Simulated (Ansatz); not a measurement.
## Electronic structure of C$_{3}$H$_{5}$F$_{3}$ (SMILES CC(F)C(F)F) in real space

```xyz
11

C    -0.1014    1.1657   -0.5320
C     0.1217   -0.3213   -0.5083
F     1.3964   -0.6192   -0.9578
C    -0.0108   -0.9366    0.8725
F    -1.3081   -0.8620    1.2638
F     0.7316   -0.2620    1.7791
H     0.6263    1.6707    0.1034
H    -0.0020    1.5363   -1.5526
H    -1.1053    1.3981   -0.1724
H    -0.5862   -0.8419   -1.1626
H     0.3033   -1.9849    0.8874
```

Geometry: PBE0-D4/def2-TZVP.

Method: RKS PBE0-D4/def2-TZVPP in Ansatz 0.2.0.

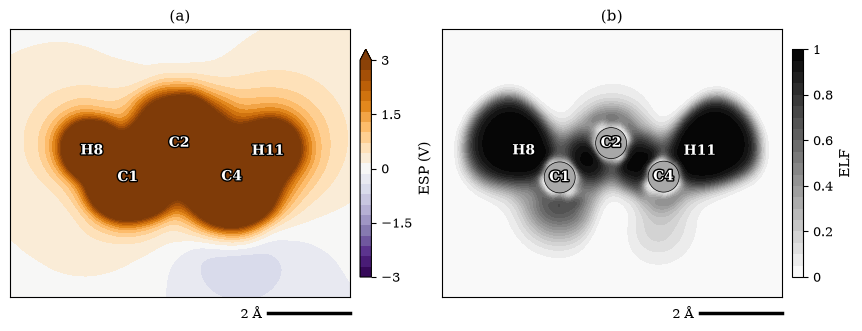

Figure 1. (a) electrostatic potential; (b) electron localisation function on the plane of atoms C2, C1 and H8. Grey discs cover the atomic cores in the ELF map.

### Interpret the plot.

Atoms in the plane: C and H. C–C (1.50 Å): the ELF peaks at about 0.95 between the atoms: localised, covalent bonding. C–H (1.09 Å): the ELF climbs to about 1 towards the hydrogen, as it does in any bond to H; an ordinary covalent bond to hydrogen. Outside the dense part of the molecule the potential is most negative (−0.6 V) near F6, which lies off the plane.

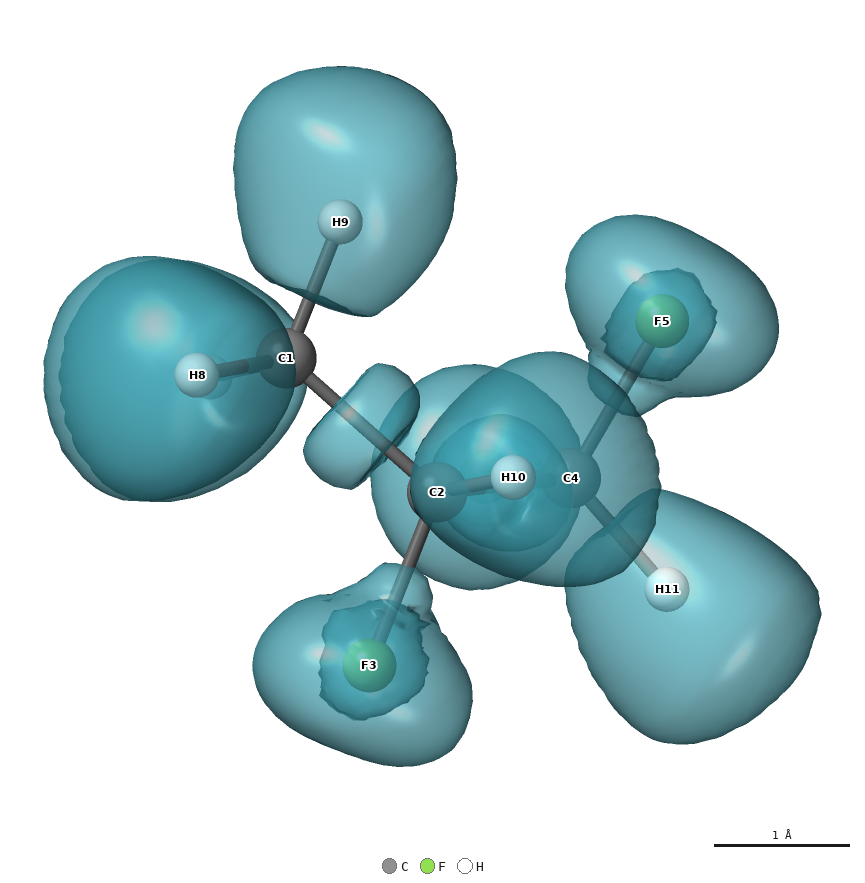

Figure 2. Isosurface of the ELF at 0.75 (cyan), seen at an oblique angle. Core shells and regions of very low density are left out.

### Where are the electrons localised?

The surface consists of two regions between bonded C–C atoms (shared pairs), five regions around hydrogen nuclei and three regions on F in which the atom's valence shell and bonds are merged.


C–F (1.35 Å): the ELF peaks at about 0.85 between the atoms: a shared but strongly polarised pair.

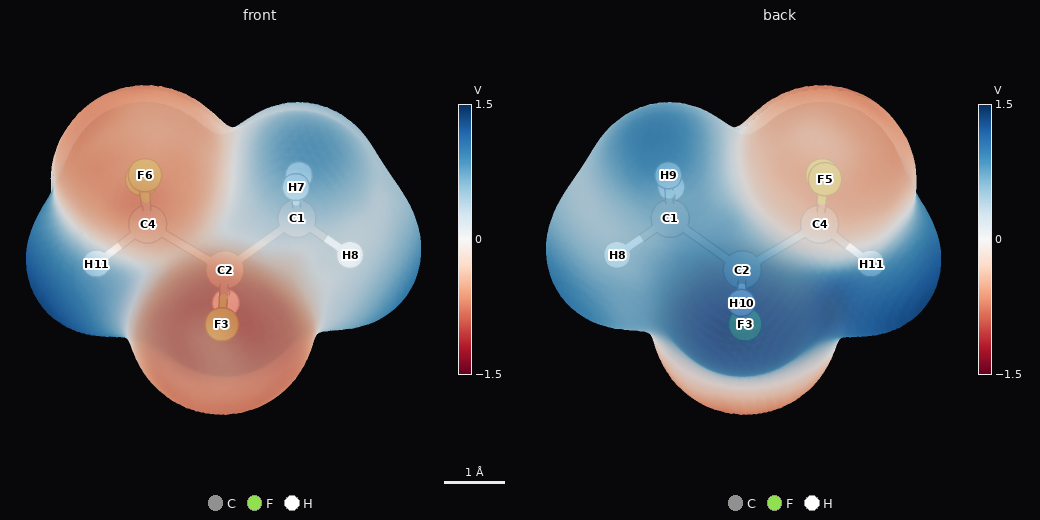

Figure 3. The molecular electrostatic potential painted on the density surface at 0.002 e/bohr³, seen from the front and from behind; the colour scale runs from red (negative) to blue (positive).

### Describe the electrostatic potential map.

The most negative region (about −0.8 V) lies over F3, the most positive (about +1.3 V) over C4, H10 and H11.
